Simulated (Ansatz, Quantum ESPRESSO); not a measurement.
## SrZrTe3 (Pm-3m): zone-centre phonons

Aim: the zone-centre modes of SrZrTe3 (Pm-3m).

Calculated with Quantum ESPRESSO 8.0 development, patched; DFT LDA, scalar-relativistic, plane waves, PseudoDojo norm-conserving pseudopotentials.

The structure was built from a prototype and need not be the compound's stable phase.

## (1) Starting point

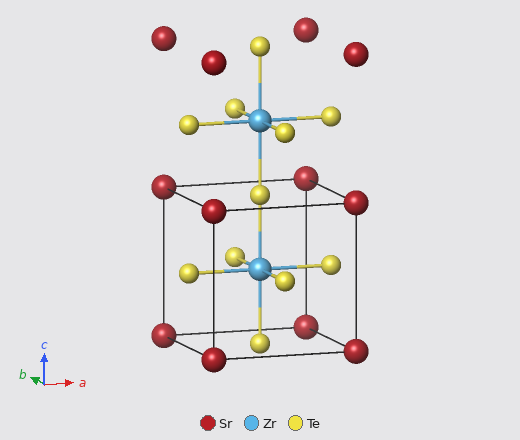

The cell as given, slightly off an axis (strontium red, zirconium blue, tellurium yellow). 1×1×2 cells are drawn. Some periodic images of atoms are drawn too.

## (2) A first look

A cheap run with smearing and empty bands tells whether the crystal has a gap, which decides between fixed occupations and smearing later on.

The input, probe.in:

```
 &control
    calculation='scf',
    prefix='x',
    outdir='./tmp',
    pseudo_dir='./pseudo',
    tprnfor=.true.,
    tstress=.true.,
    verbosity='high',
 /
 &system
    ibrav=1,
    celldm(1)=10.74158124,
    nat=5,
    ntyp=3,
    ecutwfc=82.0,
    occupations='smearing',
    smearing='gaussian',
    degauss=0.01,
 /
 &electrons
    conv_thr=1.0d-07,
    mixing_beta=0.7,
    electron_maxstep=100,
 /
ATOMIC_SPECIES
 Sr     87.6200  Sr.upf
 Zr     91.2240  Zr.upf
 Te    127.6000  Te.upf
ATOMIC_POSITIONS crystal
 Sr     0.000000000   0.000000000   0.000000000
 Zr     0.500000000   0.500000000   0.500000000
 Te     0.500000000   0.500000000   0.000000000
 Te     0.500000000   0.000000000   0.500000000
 Te     0.000000000   0.500000000   0.500000000
K_POINTS automatic
 4 4 4 0 0 0
```

Command:

```bash
$ OMP_NUM_THREADS=1 mpirun -n 4 pw.x -nk 4 -in probe.in > probe.out
```

Output:

```text
[banners, grids, parts of the stress and lines that vanish by symmetry left out]
Program PWSCF v.8.0dev
     bravais-lattice index     =            1
     lattice parameter (alat)  =      10.7416  a.u.
[...]
kinetic-energy cutoff     =      82.0000  Ry
     charge density cutoff     =     328.0000  Ry
     scf convergence threshold =      1.0E-07
[...]
Exchange-correlation= SLA-PW-NOGX-NOGC
                           (   1   4   0   0   0   0   0)
[...]
48 Sym. Ops., with inversion, found
[...]
(     0          1          0      )
                  (     0          0          1      )
[...]
(  0.0000000  1.0000000  0.0000000 )
                  (  0.0000000  0.0000000  1.0000000 )
[...]
(     0         -1          0      )
                  (     0          0          1      )
[...]
( -1.0000000  0.0000000  0.0000000 )
                  (  0.0000000  1.0000000  0.0000000 )
[...]
number of k points=    10  Gaussian smearing, width (Ry)=  0.0100
[...]
End of self-consistent calculation
[...]
the Fermi energy is     7.7754 ev
!    total energy              =    -798.01642696 Ry
[...]
convergence has been achieved in   9 iterations
[...]
atom    1 type  1   force =     0.00000000    0.00000000    0.00000000
     atom    2 type  2   force =     0.00000000    0.00000000    0.00000000
     atom    3 type  3   force =     0.00000000    0.00000000    0.00000000
     atom    4 type  3   force =     0.00000000    0.00000000    0.00000000
     atom    5 type  3   force =     0.00000000    0.00000000    0.00000000
[...]
Total force =     0.000000     Total SCF correction =     0.000000
[...]
total   stress  (Ry/bohr**3)                   (kbar)     P=      -40.35
[...]
XML data file, charge density, pseudopotentials, collected wavefunctions

   JOB DONE.
```

It took 32 s on 4 MPI ranks of Arm Neoverse V1, shared host.

Numbers from this step:

```
volume per atom   : 36.73 Å³
pressure          : -4.035 GPa
gap on the k-mesh : 0 eV
```

No gap opens on this mesh, so smearing is kept; the start stands at -4.0 GPa.

## (3) Relaxing the cell and atoms

The relaxation runs at a cutoff a fifth above that of the response, since stress converges more slowly with the basis than frequencies do. Forces and stress are brought to rest with tight thresholds.

The input, relax.in:

```
 &control
    calculation='vc-relax',
    prefix='x',
    outdir='./tmp',
    pseudo_dir='./pseudo',
    tprnfor=.true.,
    tstress=.true.,
    forc_conv_thr=2.0d-05,
    etot_conv_thr=1.0d-07,
    nstep=40,
 /
 &system
    ibrav=1,
    celldm(1)=10.74158124,
    nat=5,
    ntyp=3,
    ecutwfc=98,
    occupations='smearing',
    smearing='mv',
    degauss=0.02,
 /
 &electrons
    conv_thr=1.0d-11,
    mixing_beta=0.7,
    electron_maxstep=100,
 /
 &ions
 /
 &cell
    press_conv_thr=0.2,
 /
ATOMIC_SPECIES
 Sr     87.6200  Sr.upf
 Zr     91.2240  Zr.upf
 Te    127.6000  Te.upf
ATOMIC_POSITIONS crystal
 Sr     0.000000000   0.000000000   0.000000000
 Zr     0.500000000   0.500000000   0.500000000
 Te     0.500000000   0.500000000   0.000000000
 Te     0.500000000   0.000000000   0.500000000
 Te     0.000000000   0.500000000   0.500000000
K_POINTS automatic
 6 6 6 0 0 0
```

Command:

```bash
$ OMP_NUM_THREADS=1 mpirun -n 4 pw.x -nk 4 -in relax.in > relax.out
```

Output:

```text
[banners, grids, parts of the stress and lines that vanish by symmetry left out]
[banner, memory and clock lines left out]
Program PWSCF v.8.0dev

[...]
kinetic-energy cutoff     =      98.0000  Ry
     charge density cutoff     =     392.0000  Ry
     scf convergence threshold =      1.0E-11
[...]
energy convergence thresh.=      1.0E-07
     force convergence thresh. =      2.0E-05
     press convergence thresh. =      2.0E-01
     Exchange-correlation= SLA-PW-NOGX-NOGC
                           (   1   4   0   0   0   0   0)
[...]
48 Sym. Ops., with inversion, found
[...]
number of k points=    20  Marzari-Vanderbilt smearing, width (Ry)=  0.0200
[...]
c_bands: 1 eigenvalues not converged on the other pools
[...]
c_bands: 1 eigenvalues not converged on the other pools
[...]
End of self-consistent calculation
[...]
the Fermi energy is     7.7561 ev
!    total energy              =    -798.01485487 Ry
[...]
convergence has been achieved in  12 iterations
[...]
atom    1 type  1   force =     0.00000000    0.00000000    0.00000000
     atom    2 type  2   force =     0.00000000    0.00000000    0.00000000
     atom    3 type  3   force =     0.00000000    0.00000000    0.00000000
     atom    4 type  3   force =     0.00000000    0.00000000    0.00000000
     atom    5 type  3   force =     0.00000000    0.00000000    0.00000000
     Total force =     0.000000     Total SCF correction =     0.000000
[...]
total   stress  (Ry/bohr**3)                   (kbar)     P=      -38.75
[...]
number of bfgs steps    =   0
[...]
CELL_PARAMETERS (alat= 10.74158124)
[...]
ATOMIC_POSITIONS (crystal)
Sr               0.0000000000        0.0000000000        0.0000000000
Zr               0.5000000000        0.5000000000        0.5000000000
Te               0.5000000000        0.5000000000        0.0000000000
Te               0.5000000000        0.0000000000        0.5000000000
[...]
New effective cutoffs (rho, wfc):  396.98   99.29
[...]
End of self-consistent calculation
[...]
the Fermi energy is     7.9939 ev
!    total energy              =    -798.02066073 Ry
[...]
convergence has been achieved in   9 iterations
[...]
atom    1 type  1   force =     0.00000000    0.00000000    0.00000000
     atom    2 type  2   force =     0.00000000    0.00000000    0.00000000
     atom    3 type  3   force =     0.00000000    0.00000000    0.00000000
     atom    4 type  3   force =     0.00000000    0.00000000    0.00000000
     atom    5 type  3   force =     0.00000000    0.00000000    0.00000000
     Total force =     0.000000     Total SCF correction =     0.000000
[...]
total   stress  (Ry/bohr**3)                   (kbar)     P=      -31.33
[...]
number of bfgs steps    =   1
[...]
CELL_PARAMETERS (alat= 10.74158124)
[...]
ATOMIC_POSITIONS (crystal)
[...]
New effective cutoffs (rho, wfc):  404.99  101.30
[...]
End of self-consistent calculation
[...]
the Fermi energy is     8.3621 ev
!    total energy              =    -798.02681088 Ry
[...]
convergence has been achieved in  11 iterations
[...]
atom    1 type  1   force =     0.00000000    0.00000000    0.00000000
     atom    2 type  2   force =     0.00000000    0.00000000    0.00000000
[...]
total   stress  (Ry/bohr**3)                   (kbar)     P=        2.51
[...]
number of bfgs steps    =   3
[...]
CELL_PARAMETERS (alat= 10.74158124)
[...]
ATOMIC_POSITIONS (crystal)
[...]
New effective cutoffs (rho, wfc):  415.39  103.90
[...]
End of self-consistent calculation
[...]
the Fermi energy is     8.8448 ev
!    total energy              =    -798.02972966 Ry
[...]
convergence has been achieved in   9 iterations
[...]
Total force =     0.000000     Total SCF correction =     0.000000
[...]
total   stress  (Ry/bohr**3)                   (kbar)     P=       -0.16
[...]
number of bfgs steps    =   4
[...]
CELL_PARAMETERS (alat= 10.74158124)
[...]
ATOMIC_POSITIONS (crystal)
[...]
New effective cutoffs (rho, wfc):  415.47  103.92
[...]
End of self-consistent calculation
[...]
the Fermi energy is     8.8487 ev
!    total energy              =    -798.02972984 Ry
[...]
convergence has been achieved in   8 iterations
[...]
Total force =     0.000000     Total SCF correction =     0.000000
[...]
total   stress  (Ry/bohr**3)                   (kbar)     P=       -0.00
[...]
number of bfgs steps    =   5
[...]
small trust_radius: resetting bfgs history
[...]
CELL_PARAMETERS (alat= 10.74158124)
[...]
ATOMIC_POSITIONS (crystal)
[...]
New effective cutoffs (rho, wfc):  415.47  103.92
[...]
End of self-consistent calculation
[...]
the Fermi energy is     8.8487 ev
!    total energy              =    -798.02972984 Ry
[...]
convergence has been achieved in   3 iterations
[...]
atom    3 type  3   force =     0.00000000    0.00000000    0.00000000
     atom    4 type  3   force =     0.00000000    0.00000000    0.00000000
     atom    5 type  3   force =     0.00000000    0.00000000    0.00000000
     Total force =     0.000000     Total SCF correction =     0.000000
[...]
total   stress  (Ry/bohr**3)                   (kbar)     P=       -0.00
[...]
bfgs converged in   7 scf cycles and   6 bfgs steps
[...]
End of BFGS Geometry Optimization
     Final enthalpy           =    -798.0297298406 Ry
     File ./tmp/x.bfgs deleted, as requested
[...]
CELL_PARAMETERS (alat= 10.74158124)
[...]
ATOMIC_POSITIONS (crystal)
[...]
Te               0.5000000000        0.0000000000        0.5000000000
Te               0.0000000000        0.5000000000        0.5000000000
[...]
Final scf calculation at the relaxed structure.
[...]
kinetic-energy cutoff     =      98.0000  Ry
     charge density cutoff     =     392.0000  Ry
     scf convergence threshold =      1.0E-13
[...]
press convergence thresh. =      2.0E-01
     Exchange-correlation= SLA-PW-NOGX-NOGC
                           (   1   4   0   0   0   0   0)
[...]
48 Sym. Ops., with inversion, found
[...]
number of k points=    20  Marzari-Vanderbilt smearing, width (Ry)=  0.0200
[...]
End of self-consistent calculation
[...]
the Fermi energy is     8.8487 ev
!    total energy              =    -798.02962326 Ry
[...]
convergence has been achieved in  13 iterations
[...]
atom    1 type  1   force =     0.00000000    0.00000000    0.00000000
     atom    2 type  2   force =     0.00000000    0.00000000    0.00000000
     atom    3 type  3   force =     0.00000000    0.00000000    0.00000000
     atom    4 type  3   force =     0.00000000    0.00000000    0.00000000
     atom    5 type  3   force =     0.00000000    0.00000000    0.00000000
     Total force =     0.000000     Total SCF correction =     0.000000
[...]
total   stress  (Ry/bohr**3)                   (kbar)     P=        0.05
[...]
XML data file, charge density, pseudopotentials, collected wavefunctions
```

Wall time 11 min (4 MPI ranks).

The steps of the relaxation:

```csv
step,energy less that of the first step (eV),largest force (eV/Å),pressure (GPa),volume (Å³)
1,0.0000,0.0000,-3.88,183.66
2,-0.0790,0.0000,-3.13,180.05
3,-0.1627,0.0000,-1.87,174.73
4,-0.2018,0.0000,0.25,167.38
5,-0.2024,0.0000,-0.02,168.22
6,-0.2024,0.0000,0.00,168.17
7,-0.2024,0.0000,0.00,168.17
8,-0.2009,0.0000,0.01,168.17
```

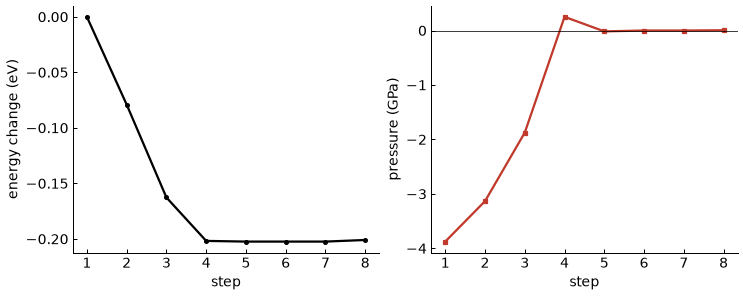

Energy and pressure along the relaxation.

```csv
"conventional cell, symmetrised",before,after,change
a (Å),5.684,5.520,-2.9 %
b (Å),5.684,5.520,-2.9 %
c (Å),5.684,5.520,-2.9 %
volume (Å³/atom),36.73,33.63,-8.4 %
```

Final coordinates:

```
Sr Zr Te
1.0
     5.51968    0.00000    0.00000
     0.00000    5.51968    0.00000
     0.00000    0.00000    5.51968
Sr Zr Te
1 1 3
Direct
  0.00000 0.00000 0.00000
  0.50000 0.50000 0.50000
  0.50000 0.50000 0.00000
  0.50000 0.00000 0.50000
  0.00000 0.50000 0.50000
```

The last row of the table of steps is pw.x's closing run on a basis chosen anew for the final cell, so its energy can jump.

Read from the output:

```yaml
volume_per_atom: 33.63 Å³
pressure: 0.005 GPa
```

The volume changes by -8.4 % from the cell with which this run began.

## (4) Self-consistent run for the response

The response is built on this ground state, so it is converged far tighter than an energy would need. Smearing stays on, as the first look found no gap above 0.3 eV.

The input, scf.in:

```
 &control
    calculation='scf',
    prefix='x',
    outdir='./tmp',
    pseudo_dir='./pseudo',
    tprnfor=.true.,
    tstress=.true.,
 /
 &system
    ibrav=1,
    celldm(1)=10.43069102,
    nat=5,
    ntyp=3,
    ecutwfc=82.0,
    occupations='smearing',
    smearing='mv',
    degauss=0.02,
 /
 &electrons
    conv_thr=1.0d-12,
    mixing_beta=0.7,
    electron_maxstep=100,
 /
ATOMIC_SPECIES
 Sr     87.6200  Sr.upf
 Zr     91.2240  Zr.upf
 Te    127.6000  Te.upf
ATOMIC_POSITIONS crystal
 Sr     0.000000000   0.000000000   0.000000000
 Zr     0.500000000   0.500000000   0.500000000
 Te     0.500000000   0.500000000   0.000000000
 Te     0.500000000   0.000000000   0.500000000
 Te     0.000000000   0.500000000   0.500000000
K_POINTS automatic
 6 6 6 0 0 0
```

Command:

```bash
$ OMP_NUM_THREADS=1 mpirun -n 4 pw.x -nk 4 -in scf.in > scf.out
```

Output:

```text
[banners, grids, parts of the stress and lines that vanish by symmetry left out]
[banner, memory and clock lines left out]
Program PWSCF v.8.0dev

[...]
kinetic-energy cutoff     =      82.0000  Ry
     charge density cutoff     =     328.0000  Ry
     scf convergence threshold =      1.0E-12
[...]
Exchange-correlation= SLA-PW-NOGX-NOGC
                           (   1   4   0   0   0   0   0)
[...]
48 Sym. Ops., with inversion, found
[...]
number of k points=    20  Marzari-Vanderbilt smearing, width (Ry)=  0.0200
[...]
End of self-consistent calculation
[...]
the Fermi energy is     8.8488 ev
!    total energy              =    -798.02943002 Ry
[...]
convergence has been achieved in  11 iterations
[...]
atom    1 type  1   force =     0.00000000    0.00000000    0.00000000
     atom    2 type  2   force =     0.00000000    0.00000000    0.00000000
     atom    3 type  3   force =     0.00000000    0.00000000    0.00000000
     atom    4 type  3   force =     0.00000000    0.00000000    0.00000000
     atom    5 type  3   force =     0.00000000    0.00000000    0.00000000
     Total force =     0.000000     Total SCF correction =     0.000000
[...]
total   stress  (Ry/bohr**3)                   (kbar)     P=        0.03
[...]
XML data file, charge density, pseudopotentials, collected wavefunctions
```

Wall time 59 s (4 MPI ranks); 3.9 min of CPU time.

This step gave:

- pressure: 0.003000 GPa

The cell stands at 0.0030 GPa, close enough for phonons.

[end of part 1 of 3]

[Host names and launcher messages were left out of these logs when they were recorded.]

[Logs are printed without paths, hosts, clocks, repeated set-up lines and the standing remarks that a program may print on its own settings, such as how far it seeks lower states.]

[Hosts, paths, dates, database ids (printed as entryN), source tags and the programs' standing remarks are cut or masked in the printed files.]
